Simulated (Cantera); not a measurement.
Input: 1 mol Cu2O, 0.37 mol CH4, 0.3 mol N2, 0.39 mol C, equilibrated at 1723 K.

These are equilibrium values from Cantera (NASA tables, ideal gas, pure condensed phases), not measurements of a reactor. Candidate condensed phases: C, C6H6, C7H8, C8H18, Cu, CuO, Cu(OH)2, Cu2O, H2O; 139 gas species. The numbers say what is thermodynamically allowed, not how fast it happens.

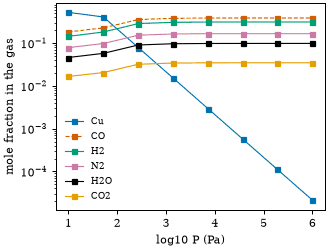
Fig. 1. Equilibrium gas composition (values under 1e-9 drawn at 1e-9)

Read off the mole fractions at 72.0 mbar.

CO about 0.39, H2 about 0.31, N2 about 0.17, H2O about 0.098, CO2 about 0.035, Cu about 0.0030.
